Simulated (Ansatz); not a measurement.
# CH2SeSi: the cost of one run

Computed with Ansatz 0.2.0, Gaussian basis. Level: PBE0-D4/def2-SVP.

### 1 The starting structure

SMILES `C#[Si][SeH]`, 5 atoms, charge 0, spin multiplicity 1.

Atoms are counted from 1 here; the program's logs count them from 0.

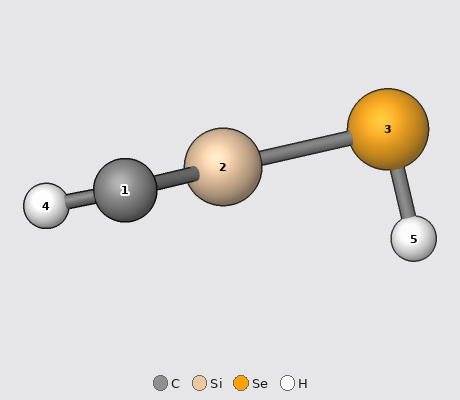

Start geometry, drawn with carbon grey, silicon light orange, selenium orange, hydrogen white; atoms are numbered from 1 in the order of the file.

Coordinates:

```mol
CH2SeSi
  3D, bonds by distance, orders not assigned

  5  4  0  0  0  0  0  0  0  0999 V2000
   -0.9466   -1.3949    0.5961 C   0  0
   -0.3267    0.0524   -0.0593 Si  0  0
    0.7902    2.0379   -0.0547 Se  0  0
   -1.5324   -2.0976    0.0201 H   0  0
    2.0156    1.4021   -0.5022 H   0  0
  1  2  8  0
  1  4  8  0
  2  3  8  0
  3  5  8  0
M  END
```

### 2 Dynamics

The input, md/in.yaml:

```yaml
crystal:
  periodic: [false, false, false]
  atoms:
    - {symbol: C, position_ang: [-0.946640, -1.394920, 0.596130]}
    - {symbol: Si, position_ang: [-0.326710, 0.052450, -0.059350]}
    - {symbol: Se, position_ang: [0.790190, 2.037930, -0.054670]}
    - {symbol: H, position_ang: [-1.532420, -2.097560, 0.020130]}
    - {symbol: H, position_ang: [2.015590, 1.402090, -0.502240]}
basis:
  gaussian: {orbitals: def2-SVP}
hamiltonian: {xc: pbe0, dispersion: d4}
md: {n_steps: 80, timestep: 0.5, temperature: 300, ensemble: nvt_langevin, seed: 949, friction: 0.002, initial_velocities: maxwell_boltzmann}
```

Launch:

```bash
> ansatz run in.yaml --threads 2 --pin off --events-out ev --progress --plain --max-ram 3481MiB
```

Q: Estimate wall time and peak memory on 2 threads of Intel Xeon at 2.50GHz, shared host.

About 3.4 min, with a peak of 0.16 GiB.
